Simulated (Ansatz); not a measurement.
# CH6FInOSi: inputs that go wrong

Aim: try 5 inputs for CH6FInOSi as typed, read how each ends, and find what has to change.

Computed with Ansatz 0.2.0, Gaussian basis. Level: the settings change from run to run.

## 1. The geometry

An earlier PBE0-D4 in a triple-zeta def2 set relaxation fixed the geometry. In takes a core potential in def2 sets; no spin-orbit term is included.

11 atoms, charge 0, spin multiplicity 1.

Atoms are counted from 1 here; the program's logs count them from 0.

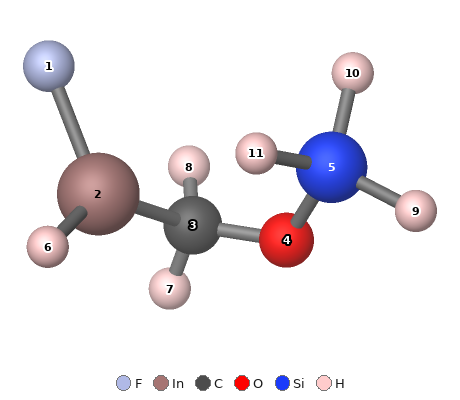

The structure; fluorine light blue, indium brown, carbon dark grey, oxygen red, silicon blue, hydrogen pink; atoms are numbered from 1 in the order of the file.

## 2. Attempt 1

Contents of in.yaml:

```yaml
crystal:
  periodic: [false, false, false]
  atoms:
    - {symbol: F, position_ang: [-2.597889, 0.716609, 1.128185]}
    - {symbol: In, position_ang: [-0.652052, 0.672568, 1.470292]}
    - {symbol: C, position_ang: [0.130497, -1.098835, 0.720438]}
    - {symbol: O, position_ang: [1.054679, -0.913243, -0.421351]}
    - {symbol: Si, position_ang: [0.691708, 0.208932, -1.542923]}
    - {symbol: H, position_ang: [-0.157784, 2.102297, 2.414007]}
    - {symbol: H, position_ang: [0.688406, -1.683132, 1.411633]}
    - {symbol: H, position_ang: [-0.663393, -1.736634, 0.336042]}
    - {symbol: H, position_ang: [1.851500, 0.579441, -2.299912]}
    - {symbol: H, position_ang: [-0.388192, -0.271984, -2.445024]}
    - {symbol: H, position_ang: [0.129974, 1.385512, -0.874666]}
basis:
  gaussian: {orbitals: def2-SVP, fitting: {mean_field: cc-pVTZ-jkfit}}
hamiltonian: {xc: {name: BLYP}, dispersion: d4}
accuracy: high
```

Launch:

```
$ ansatz run in.yaml --threads 4 --pin off --events-out ev --progress --plain --max-ram 10444MiB
```

Log:

```text
Functional definition: BLYP
  name "BLYP"
  cite "Becke, Phys. Rev. A 38, 3098 (1988) doi:10.1103/PhysRevA.38.3098"
  cite "Lee, Yang & Parr, Phys. Rev. B 37, 785 (1988) doi:10.1103/PhysRevB.37.785"
  parameter beta = 0.0042
  parameter a = 0.04918
  parameter b = 0.132
  parameter c = 0.2533
  parameter d = 0.349
  exchange = b88_x(beta = beta)
  correlation = lyp_c(a = a, b = b, c = c, d = d)
Error: <dir> the basis set cc-pVTZ-JKFIT has no functions for In
```

Wall time 0.1 s (4 threads of Intel Xeon Platinum 8375C at 2.90GHz, shared host).

**Diagnosis.** Refused before any calculation. The fitting set named has no entry for an element of this molecule. Cure: leave the fitting key out, or name a set that covers all elements and suits the basis. Its coordinates are also moved off the relaxed structure.

## 3. Attempt 2

Contents of in.yaml:

```yaml
crystal:
  periodic: [false, false, false]
  atoms:
    - {symbol: F, position_ang: [-2.600637, 0.740091, 1.172039]}
    - {symbol: In, position_ang: [-0.653019, 0.733388, 1.485691]}
    - {symbol: C, position_ang: [0.145645, -1.133954, 0.663638]}
    - {symbol: O, position_ang: [1.059529, -0.897271, -0.397451]}
    - {symbol: Si, position_ang: [0.661502, 0.197051, -1.546690]}
    - {symbol: H, position_ang: [-0.167035, 2.087775, 2.405687]}
    - {symbol: H, position_ang: [0.672632, -1.691884, 1.439348]}
    - {symbol: H, position_ang: [-0.701739, -1.737483, 0.323962]}
    - {symbol: H, position_ang: [1.882041, 0.568528, -2.293266]}
    - {symbol: H, position_ang: [-0.416173, -0.260779, -2.458075]}
    - {symbol: H, position_ang: [0.117243, 1.394538, -0.794891]}
basis:
  gaussian: {orbitals: def2-mTZVP, fitting: {mean_field: cc-pVTZ-jkfit}}
total_charge: -1
magnetization: {spin_polarized: true, initial_magnetization: 1}
hamiltonian: {xc: {name: HSE06}}
output: {forces: true}
```

Launched as before.

Log:

```text
Functional definition: HSE06
  name "HSE06"
  cite "Heyd, Scuseria & Ernzerhof, J. Chem. Phys. 118, 8207 (2003) doi:10.1063/1.1564060"
  cite "Krukau, Vydrov, Izmaylov & Scuseria, J. Chem. Phys. 125, 224106 (2006) doi:10.1063/1.2404663"
  cite "Heyd & Scuseria, J. Chem. Phys. 120, 7274 (2004) doi:10.1063/1.1668634"
  cite "Ernzerhof & Perdew, J. Chem. Phys. 109, 3313 (1998) doi:10.1063/1.476928"
  cite "Perdew, Burke & Ernzerhof, Phys. Rev. Lett. 77, 3865 (1996) doi:10.1103/PhysRevLett.77.3865"
  parent pbe
  parameter a = 0.25
  parameter omega = 0.11/bohr
  # The whole range is PBE's own exchange, as in plane waves. The composition of these papers is wPBEh.
  exchange = pbe_x - a*pbe_x_sr(omega) + a*exact_x_sr(omega)
  correlation = pbe_c
Error: <dir> the basis set cc-pVTZ-JKFIT has no functions for In
```

Wall time 0.1 s (4 threads of Intel Xeon Platinum 8375C at 2.90GHz, shared host).

Diagnosis: The program refused the input. The fitting set named has no entry for an element of this molecule. Cure: leave the fitting key out, or name a set that covers all elements and suits the basis. The input also asks for charge -1 and multiplicity 2, not those of the species named; set them back first.

## 4. Attempt 3

Contents of in.yaml:

```yaml
crystal:
  periodic: [false, false, false]
  atoms:
    - {symbol: F, position_ang: [-2.600637, 0.740091, 1.172039]}
    - {symbol: In, position_ang: [-0.653019, 0.733388, 1.485691]}
    - {symbol: C, position_ang: [0.145645, -1.133954, 0.663638]}
    - {symbol: O, position_ang: [1.059529, -0.897271, -0.397451]}
    - {symbol: Si, position_ang: [0.661502, 0.197051, -1.546690]}
    - {symbol: H, position_ang: [-0.167035, 2.087775, 2.405687]}
    - {symbol: H, position_ang: [0.672632, -1.691884, 1.439348]}
    - {symbol: H, position_ang: [-0.701739, -1.737483, 0.323962]}
    - {symbol: H, position_ang: [1.882041, 0.568528, -2.293266]}
    - {symbol: H, position_ang: [-0.416173, -0.260779, -2.458075]}
    - {symbol: H, position_ang: [0.117243, 1.394538, -0.794891]}
basis:
  gaussian: {orbitals: def2-mTZVP}
magnetization: {spin_polarized: true, initial_magnetization: 4}
hamiltonian: {xc: {name: HF}}
accuracy: high
```

Launched as before.

Log, shortened:

```text
Functional definition: HF
  name "HF"
  cite "Fock, Z. Phys. 61, 126 (1930) doi:10.1007/BF01340294"
  parent pbe
[...]
2923 factors; integrals over basis functions are off by at most 1.4e-8 eV
[...]
mean field -18872.60298945 eV, -693.5553675524 hartree, gradient 9.0e-8 eV, S^2 6.017706; 4 other end points of the search recorded, 0 dependent functions left out
reference -18872.60298945 eV, -693.5553675524 hartree; 34, 30 occupied and 104, 108 virtual orbitals, 2923 factors
Total energy: -18872.60298945 eV, -693.5553675524 hartree
```

Wall time 29 s (4 threads of Intel Xeon Platinum 8375C at 2.90GHz, shared host); peak memory 0.83 GiB.

**Diagnosis.** The run converged, but a converged run isn't a right one. The spin is set far too high for this molecule. It asks for 4 unpaired electrons; the ground state has 0. Its energy belongs to an excited spin state, not the ground state. Cure: set initial_magnetization back to that of the ground state.

## 5. Attempt 4

Contents of in.yaml:

```yaml
crystal:
  periodic: [false, false, false]
  atoms:
    - {symbol: F, position_ang: [-2.600637, 0.740091, 1.172039]}
    - {symbol: In, position_ang: [-0.653019, 0.733388, 1.485691]}
    - {symbol: C, position_ang: [0.145645, -1.133954, 0.663638]}
    - {symbol: O, position_ang: [1.059529, -0.897271, -0.397451]}
    - {symbol: Si, position_ang: [0.661502, 0.197051, -1.546690]}
    - {symbol: H, position_ang: [-0.167035, 2.087775, 2.405687]}
    - {symbol: H, position_ang: [0.672632, -1.691884, 1.439348]}
    - {symbol: H, position_ang: [-0.701739, -1.737483, 0.323962]}
    - {symbol: H, position_ang: [1.882041, 0.568528, -2.293266]}
    - {symbol: H, position_ang: [-0.416173, -0.260779, -2.458075]}
    - {symbol: H, position_ang: [0.117243, 1.394538, -0.794891]}
basis:
  gaussian: {orbitals: ANO-RCC-VTZP, final_grid: {core_spheres: 8, valence_spheres: 7, degree: 23}}
magnetization: {spin_polarized: true, initial_magnetization: 0}
hamiltonian: {xc: {name: PBE0}, dispersion: d4}
output: {forces: true}
```

Launched as before.

Log, shortened:

```text
Functional definition: PBE0
  name "PBE0"
  cite "Adamo & Barone, J. Chem. Phys. 110, 6158 (1999) doi:10.1063/1.478522"
  cite "Perdew, Burke & Ernzerhof, Phys. Rev. Lett. 77, 3865 (1996) doi:10.1103/PhysRevLett.77.3865"
  parent pbe
[...]
2132 factors; their error is unknown
[...]
mean field -173810.35511010 eV, -6387.4127374059 hartree, gradient 2.5e-5 eV, S^2 0.000000; 0 other end points of the search recorded, 0 dependent functions left out
[...]
reference -173810.35517456 eV, -6387.4127397750 hartree; 46, 46 occupied and 230, 230 virtual orbitals, 2132 factors
Total energy: -173810.56469726 eV, -6387.4204395923 hartree
Relativity: scalar
Atom 0 at    -2.600637     0.740091     1.172039 Å, force    -0.012647    -0.001202    -0.007735 eV/Å
Atom 1 at    -0.653019     0.733388     1.485691 Å, force     0.015097     0.018164     0.020785 eV/Å
Atom 2 at     0.145645    -1.133954     0.663638 Å, force    -0.011483    -0.040461     0.019397 eV/Å
Atom 3 at     1.059529    -0.897271    -0.397451 Å, force     0.044317    -0.113481     0.114448 eV/Å
Atom 4 at     0.661502     0.197051    -1.546690 Å, force    -0.037080     0.114374    -0.152543 eV/Å
Atom 5 at    -0.167035     2.087775     2.405687 Å, force    -0.003426    -0.003233    -0.003145 eV/Å
Atom 6 at     0.672632    -1.691884     1.439348 Å, force    -0.020507     0.018433    -0.034277 eV/Å
Atom 7 at    -0.701739    -1.737483     0.323962 Å, force     0.030105     0.017876     0.010121 eV/Å
Atom 8 at     1.882041     0.568528    -2.293266 Å, force    -0.008007    -0.001924     0.013116 eV/Å
Atom 9 at    -0.416173    -0.260779    -2.458075 Å, force     0.003608    -0.001644     0.011066 eV/Å
Atom 10 at     0.117243     1.394538    -0.794891 Å, force     0.000024    -0.006901     0.008767 eV/Å
Dipole moment:     0.621786    -0.113591    -0.059043 e Å
```

Wall time 21 s (4 threads of Intel Xeon Platinum 8375C at 2.90GHz, shared host); peak memory 1.8 GiB.

The program accepted this input and the run converged.

## 6. Attempt 5

Contents of in.yaml:

```yaml
crystal:
  periodic: [false, false, false]
  atoms:
    - {symbol: F, position_ang: [-1.820446, 0.444054, 0.703223]}
    - {symbol: In, position_ang: [-0.457113, 0.440033, 1.039984]}
    - {symbol: C, position_ang: [0.101951, -0.680372, 0.464546]}
    - {symbol: O, position_ang: [0.635718, -0.628090, -0.238471]}
    - {symbol: Si, position_ang: [0.396901, 0.137936, -1.082683]}
    - {symbol: H, position_ang: [-0.116924, 1.252665, 1.683981]}
    - {symbol: H, position_ang: [0.403579, -1.015131, 1.007544]}
    - {symbol: H, position_ang: [-0.421043, -1.216238, 0.226773]}
    - {symbol: H, position_ang: [1.317429, 0.397970, -1.375960]}
    - {symbol: H, position_ang: [-0.249704, -0.182545, -1.720653]}
    - {symbol: H, position_ang: [0.082070, 0.976177, -0.476935]}
basis:
  gaussian: {orbitals: def2-TZVPD}
total_charge: -1
magnetization: {spin_polarized: true, initial_magnetization: 1}
hamiltonian: {xc: {name: HF}}
correlation: {method: mp2, electrons: outside_noble_gas}
```

Same command.

Log:

```text
Functional definition: HF
  name "HF"
  cite "Fock, Z. Phys. 61, 126 (1930) doi:10.1007/BF01340294"
  parent pbe
  exchange = exact_x
  correlation = 0
1962 factors; integrals over basis functions are off by at most 1.0e-3 eV
mean field evaluation 1: about -18784.7669 eV, gradient 4.9e1 eV
mean field evaluation 2: about -18784.7918 eV, gradient 4.9e1 eV
mean field evaluation 4: about -18791.8518 eV, gradient 4.4e0 eV
mean field evaluation 8: about -18792.0046 eV, gradient 2.2e-1 eV
mean field evaluation 16: about -18791.5999 eV, gradient 2.3e0 eV
mean field evaluation 32: about -18791.5144 eV, gradient 1.4e0 eV
mean field evaluation 64: about -18790.6196 eV, gradient 4.9e0 eV
mean field evaluation 96: about -18792.0134 eV, gradient 9.2e-4 eV
a density is far from that of the atoms, so the factors are made again for it
2017 factors; integrals over basis functions are off by at most 1.0e-3 eV
mean field evaluation 128: about -18792.0110 eV, gradient 2.6e-1 eV
mean field evaluation 160: about -18791.8432 eV, gradient 3.8e0 eV
Error: SIGTERM received: run cancelled behind 173 evaluations of the mean field
```

Run time: 91 s. Hardware: 4 threads of Intel Xeon Platinum 8375C at 2.90GHz, shared host.

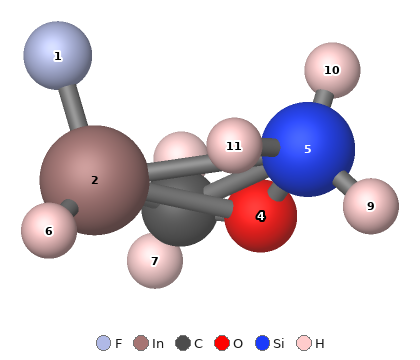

The geometry of this input.

Diagnosis: Time ran out. The geometry is squeezed well below its size. The shortest distance is 0.71 Å (C3–H7), against 1.09 Å in the relaxed molecule. It also asks for charge -1 and multiplicity 2, another species or state than the molecule above. To mend it, use the relaxed coordinates, and set charge and spin to those of the species named.

## 7. How the tries ended

```
attempt              level      ended                                                               cause   time
      1      BLYP/def2-SVP    refused  the fitting set named has no entry for an element of this molecule  0.1 s
      2   HSE06/def2-mTZVP    refused  the fitting set named has no entry for an element of this molecule  0.1 s
      3      HF/def2-mTZVP  converged                      the spin is set far too high for this molecule   29 s
      4  PBE0/ANO-RCC-VTZP  converged                                                                       21 s
      5     MP2/def2-TZVPD    timeout                        the geometry is squeezed well below its size   91 s
```

2 refused, 2 converged, 1 timeout. A refusal costs next to no computing time. The dangerous case is the input that converges on a wrong geometry, charge, spin, basis or grid: often only a look at the input shows it.
